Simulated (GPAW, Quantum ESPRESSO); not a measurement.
The N K edge of atom 3 in Ta2N (P-3m1), with 6 Ta at 2.18 Å (octahedral, site symmetry -3m), was computed in 2 ways: excited-electron core hole (neutral cell) and no core hole. Program and functional: Quantum ESPRESSO XSpectra, PBE, without spin-orbit coupling, Lorentzian half width 0.3 eV up to 4 eV, rising linearly to 2.5 eV at 25 eV; cells of 3 and 12 atoms (the run without a hole in the smaller).

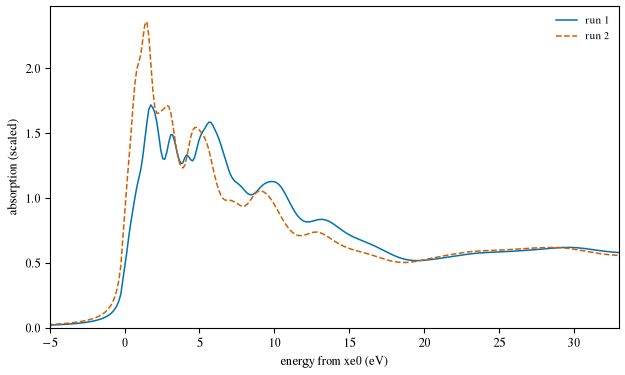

Each run is counted from its own lowest empty level or Fermi level and scaled to a mean of 1 over its first 20 eV.

Question: Which run is which?

Run 1: no core hole (area from −2 to 6 eV 8.3, main maxima 1.7 eV (1.72), 3.1 eV (1.49), 4.2 eV (1.33) and 5.6 eV (1.58)). Run 2: excited-electron core hole (neutral cell) (area from −2 to 6 eV 10.1, main maxima 1.5 eV (2.36), 2.8 eV (1.71), 4.7 eV (1.54) and 9.1 eV (1.05)). With each curve scaled to its own mean, the area from −2 to 6 eV with the hole is 10.1 against 8.3, and the centre of weight from −1 to 20 eV moves by -0.8 eV: the hole pulls the absorber's empty states down.

[Hosts, paths, dates, database ids (printed as entryN), source tags and the programs' standing remarks are cut or masked in the printed files.]

[Lists of maxima count a maximum above −3 eV only where it reaches 4 % of the highest in the window and stands out from its surroundings by 2 % of it (1.5 % where it reaches 55 %); shoulders and weaker maxima are passed over, and of the rest the first, up to two pre-edge ones and the few strongest are named.]
